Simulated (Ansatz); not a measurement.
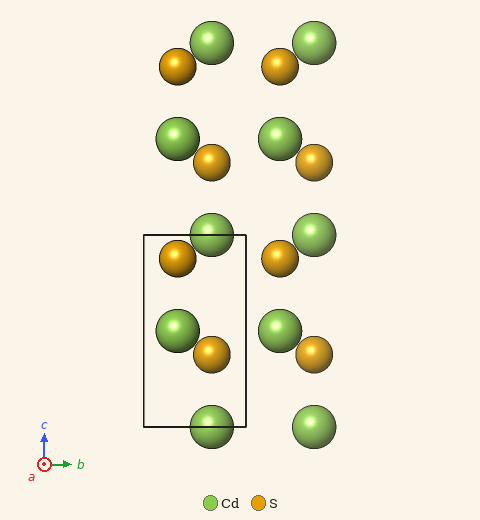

Projection along an edge of the hexagonal mesh, stacking direction c upwards. Every atom sits on one of the three columns of the mesh; call them A, B, C in the order in which they first turn up. The sequence starts with the first layer at or above the cell's origin.

System CdS; source of the atomic positions: the input geometry of an electronic-structure calculation (not necessarily at equilibrium).

### List the layers of one repeat.

Cd(A) – S(A) – Cd(B) – S(B) (four layers in 6.77 Å).

### How are the S layers alone stacked?

S layers alone: AB, the hexagonal close-packed type.

### Which positions between or in the S layers do the other atoms fill?

Cd: two tetrahedral sites in each hexagonal cell.

### What short polytype symbol fits?

Polytype symbol 2H, the symbol of a tetrahedral polytype (number of double layers in the repeat and lattice).
